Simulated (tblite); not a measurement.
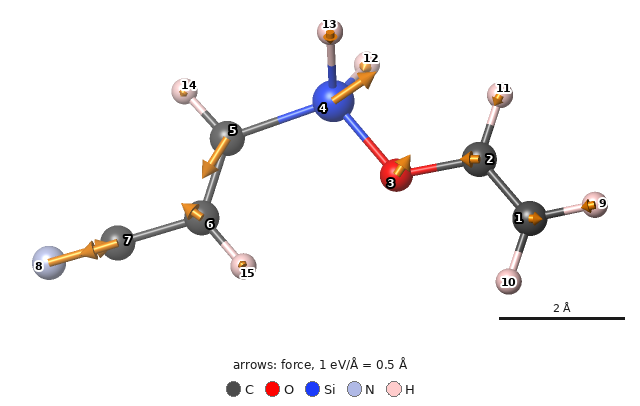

Starting geometry of C₅H₇NOSi with the computed forces as orange arrows. A ball-and-stick model, seen at a tilt.

Theory: GFN2-xTB geometry optimisation, gas phase in tblite 0.8.0. 

Is this structure relaxed? If not, where do the atoms go?

Answer. It isn't relaxed: the largest force vector, on N8, is 2.20 eV/Å. The final displacements have little in common with the starting forces (cosine between the two patterns 0.09). After 62 geometry steps the energy has fallen by 4.43 kcal/mol. The largest moves after the best rigid fit, 0.55 Å, are those of N8 and H10. By element the largest moves are N 0.55 Å, H 0.55 Å, C 0.39 Å, Si 0.32 Å, O 0.31 Å. Some distances before and after: Si4–C5 1.829 → 1.877 Å, Si4–H13 1.499 → 1.466 Å, C2–O3 1.383 → 1.349 Å, Si4–H12 1.493 → 1.465 Å. Among the angles between lasting bonds that change: C2–O3–Si4 121.6° → 132.4°, O3–Si4–C5 112.8° → 102.2°, H12–Si4–H13 107.0° → 110.3°.
